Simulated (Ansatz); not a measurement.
# How methods differ on BNH6 (B(NH3)H3)

The species is BNH6 (8 atoms), meant as a singlet with charge 0. SMILES: `[H]B([H])([H])<-N`. Geometry: relaxed at GFN2-xTB.

```xyz
8

B    -0.0022    0.0030   -0.8307
N     0.0021   -0.0030    0.8280
H    -0.9561    0.0344    1.1535
H     0.5158    0.8072    1.1527
H     0.4496   -0.8541    1.1461
H     1.1434   -0.0321   -1.1528
H    -0.5450    1.0152   -1.1449
H    -0.6076   -0.9705   -1.1519
```

Quantity: the energy change with the B1–H7 bond stretched from 1.191 to 1.786 Å, in eV. The values are calculated.

| level | kind | program | value (eV) | less FCI/STO-3G | CPU time (all runs) |
| --- | --- | --- | --- | --- | --- |
| SVWN5/STO-3G (restricted) | LDA | Ansatz | 2.53 | +0.09 | 1.5 s |
| BLYP/STO-3G (restricted) | GGA | Ansatz | 2.35 | -0.09 | 2.4 s |
| BHLYP/STO-3G (restricted) | global hybrid | Ansatz | 2.87 | +0.43 | 2.3 s |
| r2SCAN0/STO-3G (restricted) | hybrid meta-GGA | Ansatz | 2.78 | +0.34 | 4.8 s |
| wB97X/STO-3G (restricted) | range-separated hybrid | Ansatz | 2.72 | +0.28 | 11 s |
| B2PLYP/STO-3G (restricted) | double hybrid | Ansatz | 2.68 | +0.24 | 3.5 s |
| MP2/STO-3G (restricted) | perturbation theory | Ansatz | 2.76 | +0.32 | 0.16 s |
| FCI/STO-3G | exact in the basis | Ansatz | 2.44 | 0.00 | 1.9 min |

FCI/STO-3G is exact within its basis and frozen core, so for wave-function methods in that basis the difference is their error; functionals converge differently with the basis, so for them it is only a difference. The first shape isn't each level's own minimum. The values span 2.35 to 2.87 eV. All rows use very small basis sets, so none should be taken for the real molecule's value. Times are those of the runs behind each value, whatever else they computed, on shared processors of several kinds: orders of magnitude only.

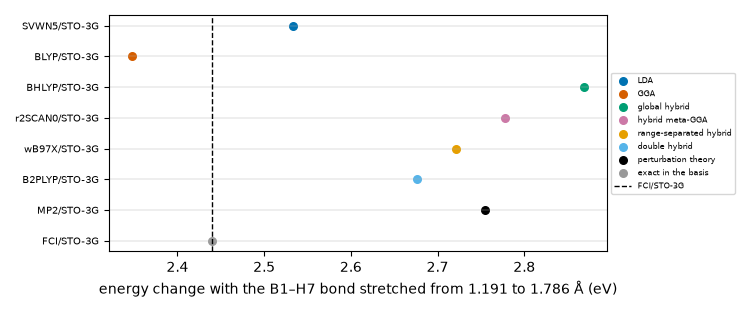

The values of the table, level by level.
